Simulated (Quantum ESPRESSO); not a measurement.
# Core-hole calculation of the Gd L₃ edge in GdO2 (P2_1/m), part 2 of 3

Aim: the near-edge shape at the Gd L₃ edge of GdO2 (P2_1/m), and what the core hole does to it.

Quantum ESPRESSO 7.5; X-ray absorption near-edge structure, plane-wave PAW LDA, one-electron final states by a Lanczos continued fraction.

So far. Step 2 (Ground state of the crystal): The mesh shows no gap, so the system is treated as a metal and the core electron is put at the Fermi level (neutral cell). Step 3 (Spectrum without a core hole, Gd atom 1): Main maxima below 30 eV (height): 9.2 eV (1.99). At an L edge the dipole rule selects empty d (and weakly s) states on the absorber, and the strong line at the onset measures the empty part of its d band.

**6. Supercell with XCH, Gd atom 1**

Level of this step: plane-wave PAW DFT, LDA, scalar-relativistic, self-consistent field (Quantum ESPRESSO).

The holes are 5.6 Å apart. The excited electron is kept in the cell, where it fills the lowest empty states and screens the hole.

Contents of scf.in:

```
&control
   calculation='scf', prefix='x', pseudo_dir='../pp', outdir='tmp', tprnfor=.true.
/
&system
   ibrav=0, nat=12, ntyp=3, nbnd=58
   ecutwfc=47, ecutrho=360
   occupations='smearing', smearing='mv', degauss=0.015
/
&electrons
   conv_thr=1.2e-07, electron_maxstep=120
   mixing_beta=0.5
/
ATOMIC_SPECIES
Gd0 1.0 Gd.lda-spdn-kjpaw-2pch.UPF
Gd 1.0 Gd.lda-spdn-kjpaw.UPF
O 1.0 O.lda-n-kjpaw.UPF
CELL_PARAMETERS angstrom
  -4.18441800 3.72870900 0.00000000
  -4.18441800 -3.72870900 0.00000000
  2.66362200 0.00000000 5.88989000
ATOMIC_POSITIONS crystal
Gd0  0.43346800 0.68346800 0.79787900
Gd   0.93346800 0.18346800 0.79787900
Gd   0.06653200 0.81653200 0.20212100
Gd   0.56653200 0.31653200 0.20212100
O    0.44523050 0.69523050 0.44098500
O    0.94523050 0.19523050 0.44098500
O    0.05476950 0.80476950 0.55901500
O    0.55476950 0.30476950 0.55901500
O    0.73367000 0.98367000 0.95678800
O    0.23367000 0.48367000 0.95678800
O    0.76633000 0.51633000 0.04321200
O    0.26633000 0.01633000 0.04321200
K_POINTS automatic
5 5 5 0 0 0
```

The run is started by

```bash
OMP_NUM_THREADS=1 mpirun --oversubscribe --bind-to none -np 4 pw.x -nk 4 -in scf.in > scf.out
```

Log:

```text
     [... banner and references ...]
[banner, memory and clock lines left out]
using ibrav=0 with symmetry is DISCOURAGED, use correct ibrav instead

     G-vector sticks info

     bravais-lattice index     =            0
     lattice parameter (alat)  =      10.5913  a.u.
     unit-cell volume          =    1240.3017 (a.u.)^3
     number of atoms/cell      =           12
     number of atomic types    =            3
     number of electrons       =        93.00
     number of Kohn-Sham states=           58
     kinetic-energy cutoff     =      47.0000  Ry
     charge density cutoff     =     360.0000  Ry
     scf convergence threshold =      1.2E-07
     mixing beta               =       0.5000
     number of iterations used =            8  plain     mixing
     Exchange-correlation= SLA  PZ   NOGX NOGC
                           (   1   1   0   0   0   0   0)

     celldm(1)=  10.591342  celldm(2)=   0.000000  celldm(3)=   0.000000
     celldm(4)=   0.000000  celldm(5)=   0.000000  celldm(6)=   0.000000

     crystal axes: (cart. coord. in units of alat)
               a(1) = (  -0.746591   0.665283   0.000000 )
               a(2) = (  -0.746591  -0.665283   0.000000 )
               a(3) = (   0.475248   0.000000   1.050885 )

     reciprocal axes: (cart. coord. in units 2 pi/alat)
               b(1) = ( -0.669710  0.751560  0.302867 )
               b(2) = ( -0.669710 -0.751560  0.302867 )
               b(3) = (  0.000000  0.000000  0.951579 )

     PseudoPot. #1 for Gd:     Pseudo is Projector augmented-wave + core cor, Zval = 12.0

     PseudoPot. #2 for Gd:     Pseudo is Projector augmented-wave + core cor, Zval = 11.0

[...]
End of self-consistent calculation

          k = 0.0000 0.0000 0.0000 (  6765 PWs)   bands (ev):

   -40.4919 -34.3086 -34.2688 -34.2610 -17.1991 -17.1944 -17.1792 -13.0223
   -12.9075 -12.8087 -12.3554 -12.2684 -12.0761 -12.0591 -11.9578 -11.8997
    -9.5348  -8.7460  -8.4246  -8.3473  -8.1226  -7.7357  -7.6737  -7.6174
     3.4013   3.4175   3.6020   3.6489   3.7502   3.8910   3.9655   4.0144
     4.7756   5.1041   5.2452   5.2466   5.4964   5.6054   5.6886   5.7256
     5.7427   5.8670   6.3010   6.3273   6.5281   6.5901   6.7912   6.8265
    10.9234  11.1394  11.8603  12.0666  12.5380  12.6615  13.1187  13.3266
    13.4067  13.8804

     [... bands of 38 further k-points ...]

     the Fermi energy is     6.6076 ev

!    total energy              =   -2492.88882784 Ry
     total all-electron energy =    -90761.928881 Ry
     estimated scf accuracy    <       0.00000002 Ry
     smearing contrib. (-TS)   =      -0.00153121 Ry
     internal energy E=F+TS    =   -2492.88729663 Ry

     The total energy is F=E-TS. E is the sum of the following terms:
     one-electron contribution =    -144.42123077 Ry
     hartree contribution      =     126.33884629 Ry
     xc contribution           =    -306.77850909 Ry
     ewald contribution        =    -432.17453268 Ry
     one-center paw contrib.   =   -1735.85187039 Ry

     convergence has been achieved in  19 iterations

     Forces acting on atoms (cartesian axes, Ry/au):

     atom    1 type  1   force =    -0.02303501    0.00000000   -0.00188941
     atom    2 type  2   force =    -0.00723514   -0.00000000   -0.01759712
     atom    3 type  2   force =     0.00708620   -0.00413222    0.01268127
[...]
atom   11 type  3   force =    -0.00032251   -0.03291568   -0.02812115
     atom   12 type  3   force =    -0.00032251    0.03291568   -0.02812115

     Total force =     0.133434     Total SCF correction =     0.000160

     XML data file, charge density, pseudopotentials, collected wavefunctions
```

Wall time 1.9 min (4 MPI ranks of Intel Xeon Platinum 8488C (Sapphire Rapids), shared host); peak memory 0.33 GiB.

Energy with the hole: -1234878.952 eV, cores included.

**7. Spectrum with XCH, Gd atom 1**

The Lanczos recursion gives the spectrum without computing empty bands; each polarisation needs a run of its own on the full k mesh. xe0 is set between filled and empty states, and states below it are cut, here at the Fermi level, which holds the excited electron. The file of filecore holds the core orbital, taken from the hole-free data set.

Contents of xspectra.in:

```
&input_xspectra
   calculation='xanes_dipole', edge='L3'
   prefix='x', outdir='tmp', xiabs=1, xe0=6.6076
   xonly_plot=.false., x_save_file='xanes.sav'
   xniter=3000, xcheck_conv=20, xerror=0.005
   xcoordcrys=.false., xepsilon(1)=1, xepsilon(2)=0, xepsilon(3)=0
/
&plot
   xnepoint=501, xemin=-10, xemax=70, terminator=.true., cut_occ_states=.true.
   xgamma=0.4
/
&pseudos
   filecore='../Gd.wfc'
/
&cut_occ
   cut_desmooth=0.1, cut_stepl=0.05, cut_stepu=0.05, cut_ierror=1e-5
/
5 5 4 0 0 0
```

xspectra_1.in, as its differences from xspectra.in of step 7:

```diff
@@ -5,3 +5,3 @@
    xniter=3000, xcheck_conv=20, xerror=0.005
-   xcoordcrys=.false., xepsilon(1)=1, xepsilon(2)=0, xepsilon(3)=0
+   xcoordcrys=.false., xepsilon(1)=0, xepsilon(2)=1, xepsilon(3)=0
 /
```

xspectra_2.in, as its differences from xspectra_1.in of step 7:

```diff
@@ -5,3 +5,3 @@
    xniter=3000, xcheck_conv=20, xerror=0.005
-   xcoordcrys=.false., xepsilon(1)=0, xepsilon(2)=1, xepsilon(3)=0
+   xcoordcrys=.false., xepsilon(1)=0, xepsilon(2)=0, xepsilon(3)=1
 /
```

The run is started by

```bash
OMP_NUM_THREADS=1 mpirun --oversubscribe --bind-to none -np 4 xspectra.x -nk 4 -in xspectra.in > xspectra.out
```

Log:

```text
     [... banner and references ...]
Reading input_file

     calculation: xanes_dipole

     xepsilon  [cartesian coordinates]:   1.000000   0.000000   0.000000

     xonly_plot: FALSE
        => complete calculation: Lanczos + spectrum plot

     filecore (core-wavefunction file): ../Gd.wfc

     main plot parameters:
        cut_occ_states: TRUE
        gamma_mode:  constant
        -> using xgamma [eV]:  0.40
        xemin [eV]: -10.00
        xemax [eV]:  70.00
        xnepoint:  501
        xe0 [eV]:   6.607600 (energy zero read in input file)

     WARNING: variable ef_r is obsolete

                      Reading SCF save directory: x.save

     tmp/x.save/

     Exchange-correlation= PZ
                           (   1   1   0   0   0   0   0)

     G-vector sticks info

                           Getting the Fermi energy

     From SCF save directory:
        ehomo [eV]:    6.8265 (highest occupied level)
        elumo [eV]:   10.9191 (lowest occupied level)
        ef    [eV]:    6.8265

     -> ef (in eV) will be written in x_save_file

                           Energy zero of the spectrum

     -> ef will NOT be used as energy zero of the spectrum
       (because xe0 read in input file)

     G-vector sticks info

     bravais-lattice index     =            0
     lattice parameter (alat)  =      10.5913  a.u.
     unit-cell volume          =    1240.3017 (a.u.)^3
     number of atoms/cell      =           12
     number of atomic types    =            3
     number of electrons       =        93.00
     number of Kohn-Sham states=           58
     kinetic-energy cutoff     =      47.0000  Ry
     charge density cutoff     =     360.0000  Ry
     Exchange-correlation= PZ
                           (   1   1   0   0   0   0   0)

     celldm(1)=  10.591342  celldm(2)=   0.000000  celldm(3)=   0.000000
     celldm(4)=   0.000000  celldm(5)=   0.000000  celldm(6)=   0.000000

     crystal axes: (cart. coord. in units of alat)
               a(1) = (  -0.746591   0.665283   0.000000 )
               a(2) = (  -0.746591  -0.665283   0.000000 )
               a(3) = (   0.475248   0.000000   1.050885 )

     reciprocal axes: (cart. coord. in units 2 pi/alat)
               b(1) = ( -0.669710  0.751560  0.302867 )
               b(2) = ( -0.669710 -0.751560  0.302867 )
               b(3) = (  0.000000  0.000000  0.951579 )

     PseudoPot. #1 for Gd:     Pseudo is Projector augmented-wave + core cor, Zval = 12.0

     PseudoPot. #2 for Gd:     Pseudo is Projector augmented-wave + core cor, Zval = 11.0

     ../pp/O.lda-n-kjpaw.UPF
     Pseudo is Projector augmented-wave + core cor, Zval =  6.0
     Shape of augmentation charge: PSQ
     Using radial grid of 1095 points,  4 beta functions with:
                l(1) =   0
                l(2) =   0
                l(3) =   1
                l(4) =   1
     Q(r) pseudized with 0 coefficients

     atomic species   valence    mass     pseudopotential
     Gd0              12.00     1.00000     Gd( 1.00)
     Gd               11.00     1.00000     Gd( 1.00)
     O                 6.00     1.00000     O ( 1.00)

      2 Sym. Ops. (no inversion) found

   Cartesian axes

     site n.     atom                  positions (alat units)
         1        Gd0    tau(   1) = (  -0.4547042  -0.1663207   0.8384788  )
         2        Gd     tau(   2) = (  -0.4547042   0.4989622   0.8384788  )
         3        Gd     tau(   3) = (  -0.5632303  -0.4989622   0.2124059  )
         4        Gd     tau(   4) = (  -0.5632303   0.1663207   0.2124059  )
         5        O      tau(   5) = (  -0.6418810  -0.1663207   0.4634244  )
         6        O      tau(   6) = (  -0.6418810   0.4989622   0.4634244  )
         7        O      tau(   7) = (  -0.3760535  -0.4989622   0.5874603  )
         8        O      tau(   8) = (  -0.3760535   0.1663207   0.5874603  )
         9        O      tau(   9) = (  -0.8274394  -0.1663207   1.0054739  )
        10        O      tau(  10) = (  -0.0808481  -0.1663207   1.0054739  )
        11        O      tau(  11) = (  -0.9370864   0.1663207   0.0454108  )
        12        O      tau(  12) = (  -0.1904951   0.1663207   0.0454108  )

     number of k points=   100  Marzari-Vanderbilt smearing, width (Ry)=  0.0150

     Number of k-points >= 100: set verbosity='high' to print them.

     Dense  grid:   143025 G-vectors     FFT dimensions: (  64,  64,  75)

     Smooth grid:    53989 G-vectors     FFT dimensions: (  48,  48,  54)

     The potential is recalculated from file :
     tmp/x.save/charge-density

     Starting wfcs are   84 atomic wfcs
     Checking if some PAW data can be deallocated...

               Reading core wavefunction file for the absorbing atom

     ../Gd.wfc successfully read

                              Attributing the PAW radii
                     for the absorbing atom [units: Bohr radius]

        PAW proj 1: r_paw(l= 0)= 2.55  (1.5*r_cut)
        PAW proj 2: r_paw(l= 0)= 2.55  (1.5*r_cut)
        PAW proj 3: r_paw(l= 1)= 2.70  (1.5*r_cut)
        PAW proj 4: r_paw(l= 1)= 2.70  (1.5*r_cut)
        PAW proj 5: r_paw(l= 2)= 3.00  (1.5*r_cut)
        PAW proj 6: r_paw(l= 2)= 3.00  (1.5*r_cut)

        NB: The calculation will not necessary use all these r_paw values.
            - For a edge in the electric-dipole approximation,
              only the r_paw(l=1) values are used.
            - For a K edge in the electric-quadrupole approximation,
              only the r_paw(l=2) values are used.

            - For a L2 or L3 edge in the electric-quadrupole approximation,

              all projectors (s, p and d) are used.

                          Starting XANES calculation
                     in the electric dipole approximation
     Method of calculation based on the Lanczos recursion algorithm
        - STEP 1: Construction of a kpoint-dependent Lanczos basis,
          in which the Hamiltonian is tridiagonal (each 'iter'
          corresponds to the calculation of one more Lanczos vector)
        - STEP 2: Calculation of the cross-section as a continued fraction
          averaged over the k-points.

     ... Begin STEP 1 ...

        Radial transition matrix element(s) used in the calculation of the
        initial vector of the Lanczos basis (|tilde{phi}_abs> normalized)
l =  2    Radial matrix element proj. ( 1)=    0.00672281
l =  2    Radial matrix element proj. ( 2)=    0.01038660
l =  0    Radial matrix element proj. ( 1)=    0.00227138
l =  0    Radial matrix element proj. ( 2)=    0.00234704
NB: the    25 k-point are not all listed below because npool=  4

               Lanczos Number                 1  of            4

        |-------------------------------------------------------------
        ! k-point #     1:  ( 0.0000,  0.0000,  0.0000),  0.0200,   1
        |-------------------------------------------------------------
        |   Norm of the initial Lanczos vector: 0.54305260E-02
        |   Estimated error at iter     20:   1.00508782
        |   Estimated error at iter     40:   0.29555558
        |   Estimated error at iter     60:   0.20703073
        |   Estimated error at iter     80:   0.23309413
        |   Estimated error at iter    100:   0.16825144
[...]
!   => CONVERGED at iter    640 with error=  0.00293293
        |-------------------------------------------------------------
        ! k-point #     2:  ( 0.0000,  0.0000,  0.2379),  0.0200,   1
        |-------------------------------------------------------------
        |   Norm of the initial Lanczos vector: 0.54305261E-02
[...]
|   Estimated error at iter    420:   0.01330744
        |   Estimated error at iter    440:   0.01799179
        |   Estimated error at iter    460:   0.02274382
        !   => CONVERGED at iter    480 with error=  0.00413513
        |-------------------------------------------------------------
     [... 97 further k-points ...]
        ! k-point #    25:  (-0.2679, -0.0000,  0.1211),  0.0200,   1
        |-------------------------------------------------------------
        |   Norm of the initial Lanczos vector: 0.54305286E-02

     Results of STEP 1 successfully written in x_save_file
     x_save_file name:
     ->  xanes.sav
     x_save_file version:  2

     ... End STEP 1 ...

     ... Begin STEP 2 ...

     The spectrum is calculated using the following parameters:
        xe0 [eV]:    6.6076
        the occupied states are elimintate from the spectrum
        xemin [eV]: -10.00
        xemax [eV]:  70.00
        xnepoint:  501
        constant broadening parameter [eV]:    0.400
        Core level energy [eV]:  -7243.
         (from electron binding energy of neutral atoms in X-ray data booklet)

     Cross-section successfully written in xanes.dat

     ... End STEP 2 ...

                                END JOB XSpectra
```

Run time: 13 min. Hardware: 4 MPI ranks; peak memory 0.2 GiB.

The Gd L₃ spectrum, Gd atom 1, excited-electron core hole (neutral cell) (energy from the energy zero of the input (xe0, at the border of filled and empty states); intensity scaled to a mean of 1 over the first 20 eV; folded afterwards to Lorentzian half width 2 eV; the points at xe0, where the cut of filled states can leave a spike, are interpolated; polarised curves are means over the symmetry-equivalent atoms):

```csv
E (eV),isotropic,ε ∥ x,ε ∥ y,ε ∥ z
-2.0,0.20,0.20,0.21,0.20
-0.5,0.30,0.30,0.30,0.30
1.0,0.49,0.49,0.50,0.48
2.5,0.89,0.90,0.91,0.87
4.0,1.67,1.68,1.68,1.66
5.5,2.18,2.20,2.11,2.23
7.0,2.05,1.99,2.09,2.07
8.5,1.43,1.38,1.47,1.44
10.0,0.95,0.96,0.95,0.94
11.5,0.72,0.76,0.68,0.71
13.0,0.61,0.66,0.57,0.61
14.5,0.56,0.58,0.54,0.56
16.0,0.54,0.54,0.53,0.53
17.5,0.55,0.55,0.55,0.54
19.0,0.55,0.56,0.56,0.54
20.5,0.54,0.55,0.55,0.53
22.0,0.54,0.54,0.55,0.53
23.5,0.55,0.53,0.56,0.55
25.0,0.56,0.53,0.59,0.56
26.5,0.56,0.53,0.58,0.56
28.0,0.56,0.54,0.57,0.58
29.5,0.59,0.57,0.59,0.61
31.0,0.62,0.62,0.61,0.64
```

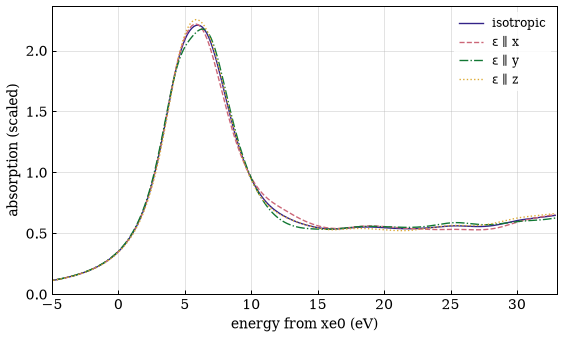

The Gd L₃ edge, Gd atom 1, excited-electron core hole (neutral cell): main maxima at 6.0 eV.

Main maxima below 30 eV (height): 6.0 eV (2.21). 

**8. Reference energy of the cell**

The cell and mesh change for the next run, so it gets a reference energy of its own.

Contents of scf.in:

```
&control
   calculation='scf', prefix='x', pseudo_dir='../pp', outdir='tmp', tprnfor=.true.
/
&system
   ibrav=0, nat=6, ntyp=2, nbnd=28
   ecutwfc=47, ecutrho=360
   occupations='smearing', smearing='mv', degauss=0.015
/
&electrons
   conv_thr=6.0e-08, electron_maxstep=120
   mixing_beta=0.5
/
ATOMIC_SPECIES
Gd 1.0 Gd.lda-spdn-kjpaw.UPF
O 1.0 O.lda-n-kjpaw.UPF
CELL_PARAMETERS angstrom
  0.00000000 -3.72870900 0.00000000
  -4.18441800 0.00000000 0.00000000
  1.52079600 0.00000000 -5.88989000
ATOMIC_POSITIONS crystal
Gd   0.25000000 0.31905700 0.20212100
Gd   0.75000000 0.68094300 0.79787900
O    0.25000000 0.69947600 0.55901500
O    0.75000000 0.30052400 0.44098500
O    0.25000000 0.76055200 0.04321200
O    0.75000000 0.23944800 0.95678800
K_POINTS automatic
7 6 5 0 0 0
```

The run is started by

```bash
OMP_NUM_THREADS=1 mpirun --oversubscribe --bind-to none -np 4 pw.x -nk 4 -in scf.in > scf.out
```

Log:

```text
     [... banner and references ...]
[banner, memory and clock lines left out]
using ibrav=0 with symmetry is DISCOURAGED, use correct ibrav instead

     G-vector sticks info

     bravais-lattice index     =            0
     lattice parameter (alat)  =       7.0462  a.u.
     unit-cell volume          =     620.1508 (a.u.)^3
     number of atoms/cell      =            6
     number of atomic types    =            2
[...]
atom    2 type  1   force =     0.00628557    0.00000000    0.00547356
     atom    3 type  2   force =     0.01775428    0.00000000    0.00993980
     atom    4 type  2   force =    -0.01775428   -0.00000000   -0.00993980
     atom    5 type  2   force =     0.00158392    0.00000000    0.00399002
     atom    6 type  2   force =    -0.00158392   -0.00000000   -0.00399002

     Total force =     0.031683     Total SCF correction =     0.000493

     XML data file, charge density, pseudopotentials, collected wavefunctions
[key lines of the parts left out:]
!    total energy              =   -1247.30092578 Ry
the Fermi energy is     6.2370 ev
convergence has been achieved in  22 iterations
```

Wall time 38 s (4 MPI ranks); peak memory 0.16 GiB; 2.5 min of CPU time.

(Continued in part 3 of 3.)

[Banner, clock and machine lines of the logs are left out without a mark of their own.]

[Logs are printed without paths, hosts, clocks, repeated set-up lines and the standing remarks that a program may print on its own settings, such as how far it seeks lower states.]

[Hosts, paths, dates, database ids (printed as entryN), source tags and the programs' standing remarks are cut or masked in the printed files.]

[Lists of maxima count a maximum above −3 eV only where it reaches 4 % of the highest in the window and stands out from its surroundings by 2 % of it (1.5 % where it reaches 55 %); shoulders and weaker maxima are passed over, and of the rest the first, up to two pre-edge ones and the few strongest are named.]
